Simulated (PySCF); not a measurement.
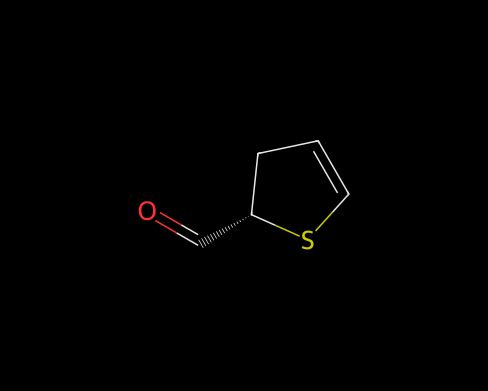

A structural formula.

> Transcribe the drawing into SMILES.

O=C[C@@H]1CC=CS1

> What is the molecular formula?

C5H6OS.

> An optimisation with GFN2-xTB gave a structure of which point group?

C1.

The parts below concern this one geometry. Atoms keep their numbers from picture to picture. The computed structure is the end point of a GFN2-xTB optimisation. No frequency run is at hand to confirm it as a minimum.

### Geometry

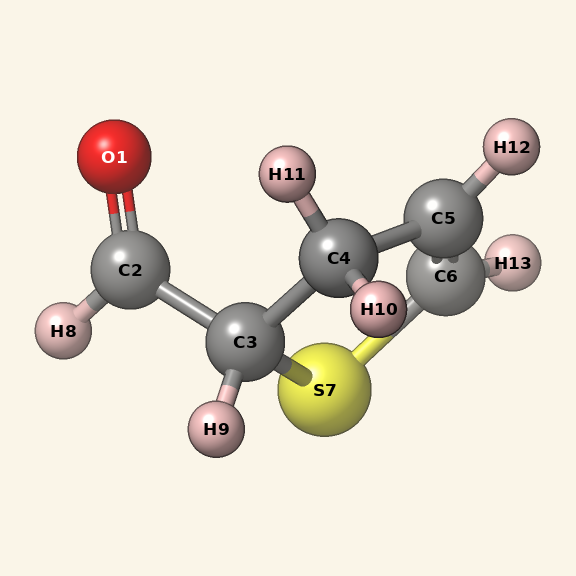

Depth is shown by fading: the farther an atom, the more it takes the colour of the background. No frequency run is at hand to confirm it as a minimum.

> Which atoms or bonds are stereogenic?

Centres: C3.

> Assign CIP descriptors.

C3: S (priorities S7 > C2 > C4 > H9).

### NMR shielding

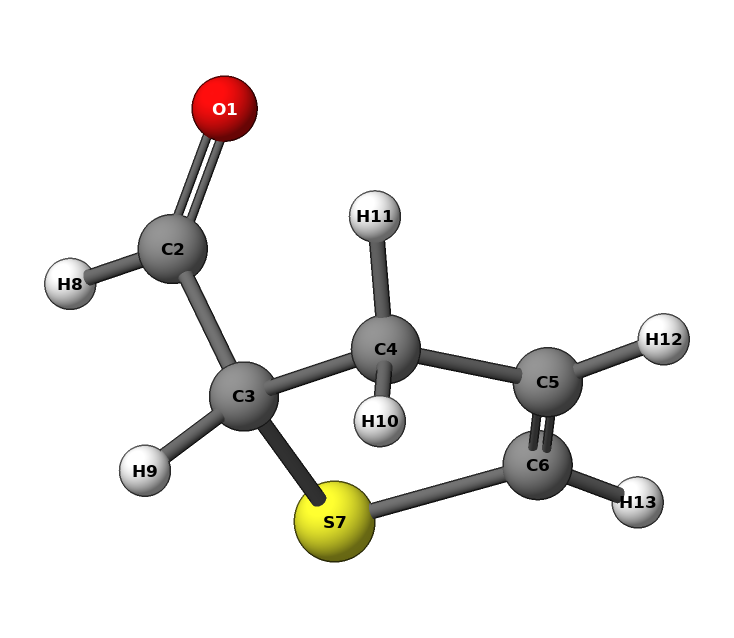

The questions are on isotropic NMR shieldings of the H atoms. No frequency run is at hand to confirm it as a minimum. Properties computed with GIAO PBE0/pcSseg-1 NMR shielding, non-relativistic, gas phase (PySCF 2.14.0).

Give the isotropic NMR shieldings of the H atoms atom by atom.

| atom | σ (ppm) |
| --- | --- |
| H8 | 22.47 |
| H9 | 27.61 |
| H10 | 29.00 |
| H11 | 27.84 |
| H12 | 26.19 |
| H13 | 26.01 |

### Dipole moment

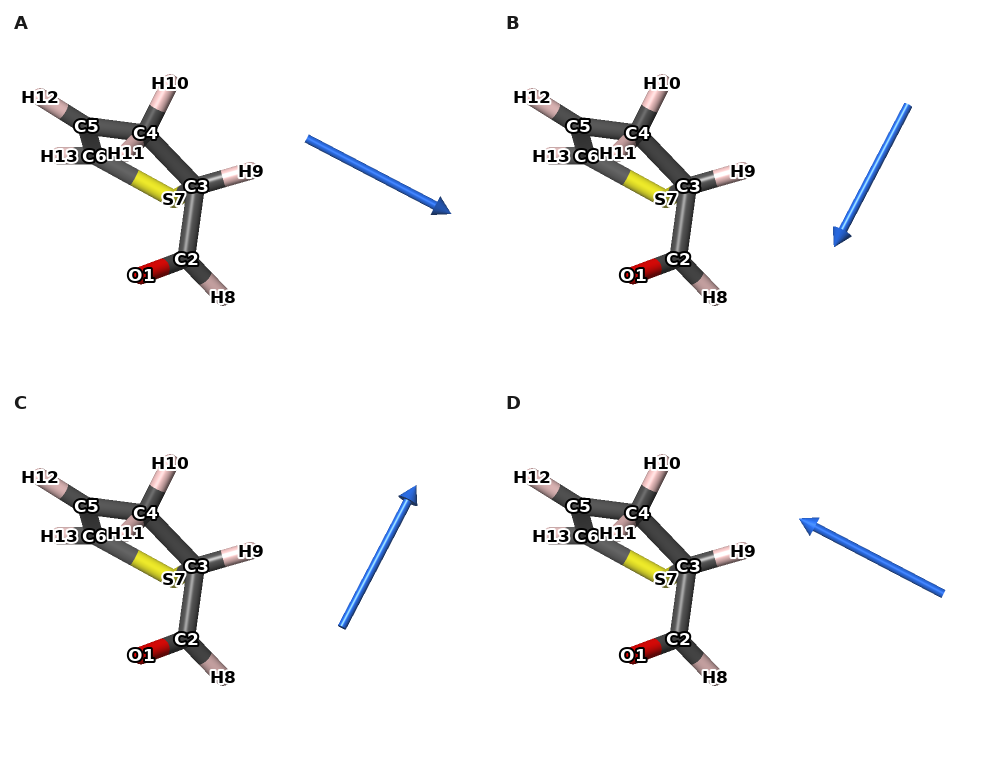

The same molecule four times, each with an arrow. No frequency run is at hand to confirm it as a minimum. Properties computed with PBE0/pcSseg-1, gas phase (PySCF 2.14.0).

> Which arrow points along the dipole moment, from the negative to the positive end?

C. The dipole moment is 2.18 D; it points from the side of O1 to the side of H10 (the outermost atoms at the two ends).

### Bond orders

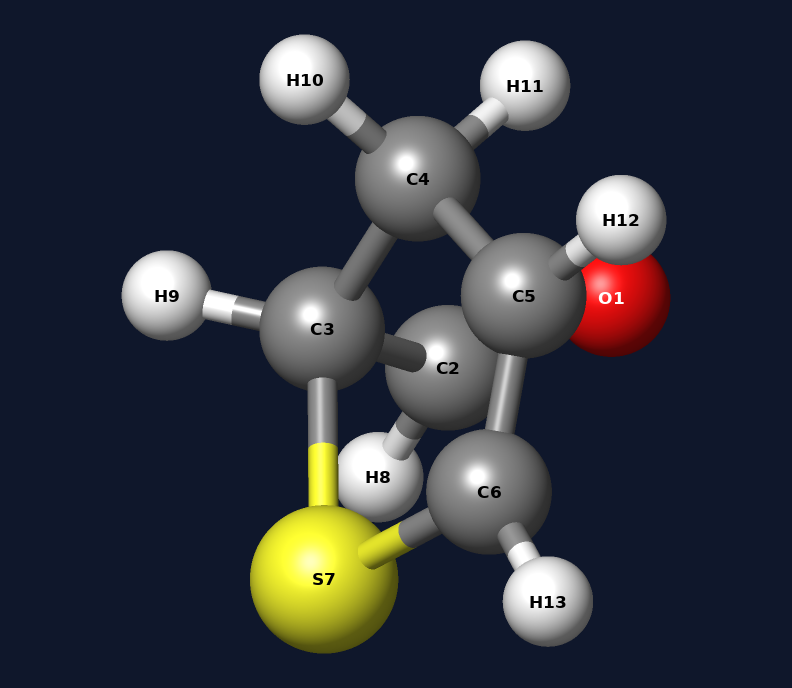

Every bond is drawn as one stick. No frequency run is at hand to confirm it as a minimum. Method: PBE0/pcSseg-1 (PySCF 2.14.0).

> Which bond has the highest Mayer bond order?

O1–C2, 2.02, at a length of 1.198 Å.

List the Mayer bond orders of O1–C2, C2–C3, C2–H8, C3–C4, C3–S7, C3–H9, C4–C5, C4–H10, C4–H11, C5–C6, C5–H12, C6–S7, C6–H13.

| bond | Mayer order | length (Å) |
| --- | --- | --- |
| O1–C2 | 2.02 | 1.198 |
| C2–C3 | 0.88 | 1.506 |
| C2–H8 | 0.93 | 1.106 |
| C3–C4 | 0.97 | 1.528 |
| C3–S7 | 0.99 | 1.851 |
| C3–H9 | 0.93 | 1.090 |
| C4–C5 | 1.03 | 1.497 |
| C4–H10 | 0.94 | 1.093 |
| C4–H11 | 0.93 | 1.094 |
| C5–C6 | 1.84 | 1.323 |
| C5–H12 | 0.97 | 1.076 |
| C6–S7 | 1.01 | 1.752 |
| C6–H13 | 0.95 | 1.073 |
